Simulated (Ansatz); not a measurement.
# BSiNH (quartet): from Hartree-Fock to the top rungs at a displaced geometry (v1), cc-pVDZ

How much of the correlation energy of BSiNH (quartet) does each wave-function method recover here?

Method: cc-pVDZ, core rule «outside noble gas», up to 7 orbitals frozen; program: Ansatz 0.2.0, Gaussian basis.

The runs, in order: UHF; CCSD(T) on ROHF; CCSD(T) on UHF; BCCD(T) on ROHF; CISD; CCSDT(Q) on ROHF; CCSDT(Q) on UHF.

20 further runs of the same task are left out: 9 that didn't finish, 11 set aside as unsound or not needed.

## Step 1: The geometry

The geometry is a PBE0/def2-TZVP stationary point (not a proven minimum) with its atoms shifted at random (size 0.040 Å).

4 atoms, charge 0, spin multiplicity 4.

Atoms are counted from 1 here; the program's logs count them from 0.

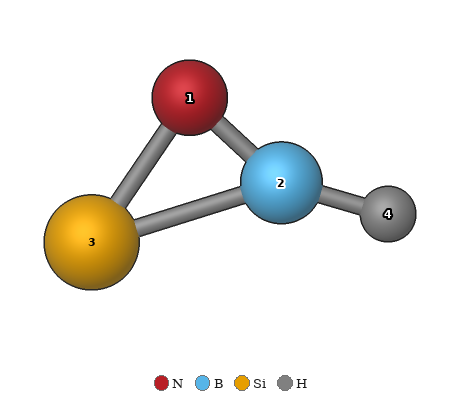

The structure; nitrogen red, boron blue, silicon amber, hydrogen grey; atoms are numbered from 1 in the order of the file.

## Step 2: UHF

Input file in.yaml:

```yaml
crystal:
  periodic: [false, false, false]
  atoms:
    - {symbol: N, position_ang: [-0.023346, -0.778684, 0.696127]}
    - {symbol: B, position_ang: [-0.024179, 0.438941, 1.197361]}
    - {symbol: Si, position_ang: [0.023785, 0.175987, -0.882602]}
    - {symbol: H, position_ang: [-0.078992, 1.209100, 2.076727]}
basis:
  gaussian: {orbitals: cc-pVDZ}
magnetization: {spin_polarized: true, initial_magnetization: 3}
hamiltonian: {xc: hf}
output: {orbitals: {seedname: orbitals}}
```

Launch:

```bash
> ansatz run in.yaml --threads 1 --pin off --events-out ev --progress --plain --max-ram 2393MiB
```

After this run come: CCSD(T) on ROHF; CCSD(T) on UHF; BCCD(T) on ROHF; CISD; CCSDT(Q) on ROHF; CCSDT(Q) on UHF.

**Question.** What will the summary of the whole plan be? Wanted: UCCSDT(Q) below the RHF energy; RMP2 from UCCSDT(Q); UMP2 from UCCSDT(Q); RCCSD from UCCSDT(Q); RCCSD(T) from UCCSDT(Q); UCCSD(T) from UCCSDT(Q); RCCSDT(Q) from UCCSDT(Q); T1 diagnostic.

As calculated:

```
                         quantity              value
   UCCSDT(Q) below the RHF energy         -9.0658 eV
              RMP2 from UCCSDT(Q)    +23.12 kcal/mol
              UMP2 from UCCSDT(Q)    +26.58 kcal/mol
             RCCSD from UCCSDT(Q)    +11.16 kcal/mol
          RCCSD(T) from UCCSDT(Q)     +1.63 kcal/mol
          UCCSD(T) from UCCSDT(Q)     +1.71 kcal/mol
         RCCSDT(Q) from UCCSDT(Q)     +0.11 kcal/mol
levels within 1 kcal/mol (43 meV)  UCCSDT, RCCSDT(Q)
                    T1 diagnostic              0.032
```

In words: RCCSD(T) lands +1.63 kcal/mol from the yardstick (0.8 % of the correlation energy). These misses are within one basis, not against nature; the frozen cores of restricted and unrestricted runs differ, which can shift their rows.
